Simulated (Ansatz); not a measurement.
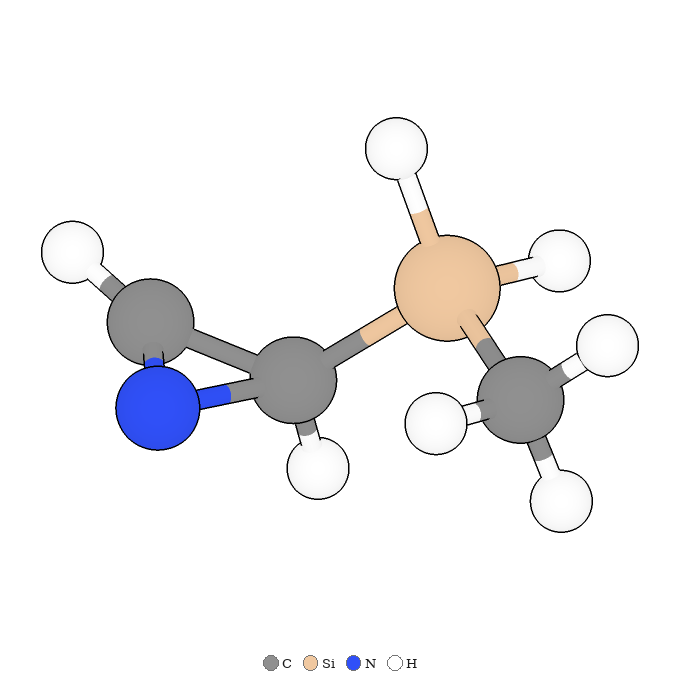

(Drawn from a calculation with Ansatz.)

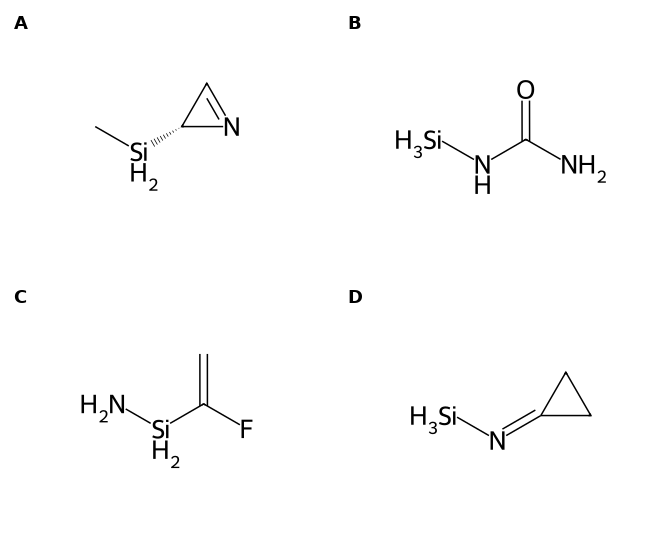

Question: The first picture shows one of the molecules drawn in the second. Which?

Answer: A, `C[SiH2][C@@H]1C=N1`.
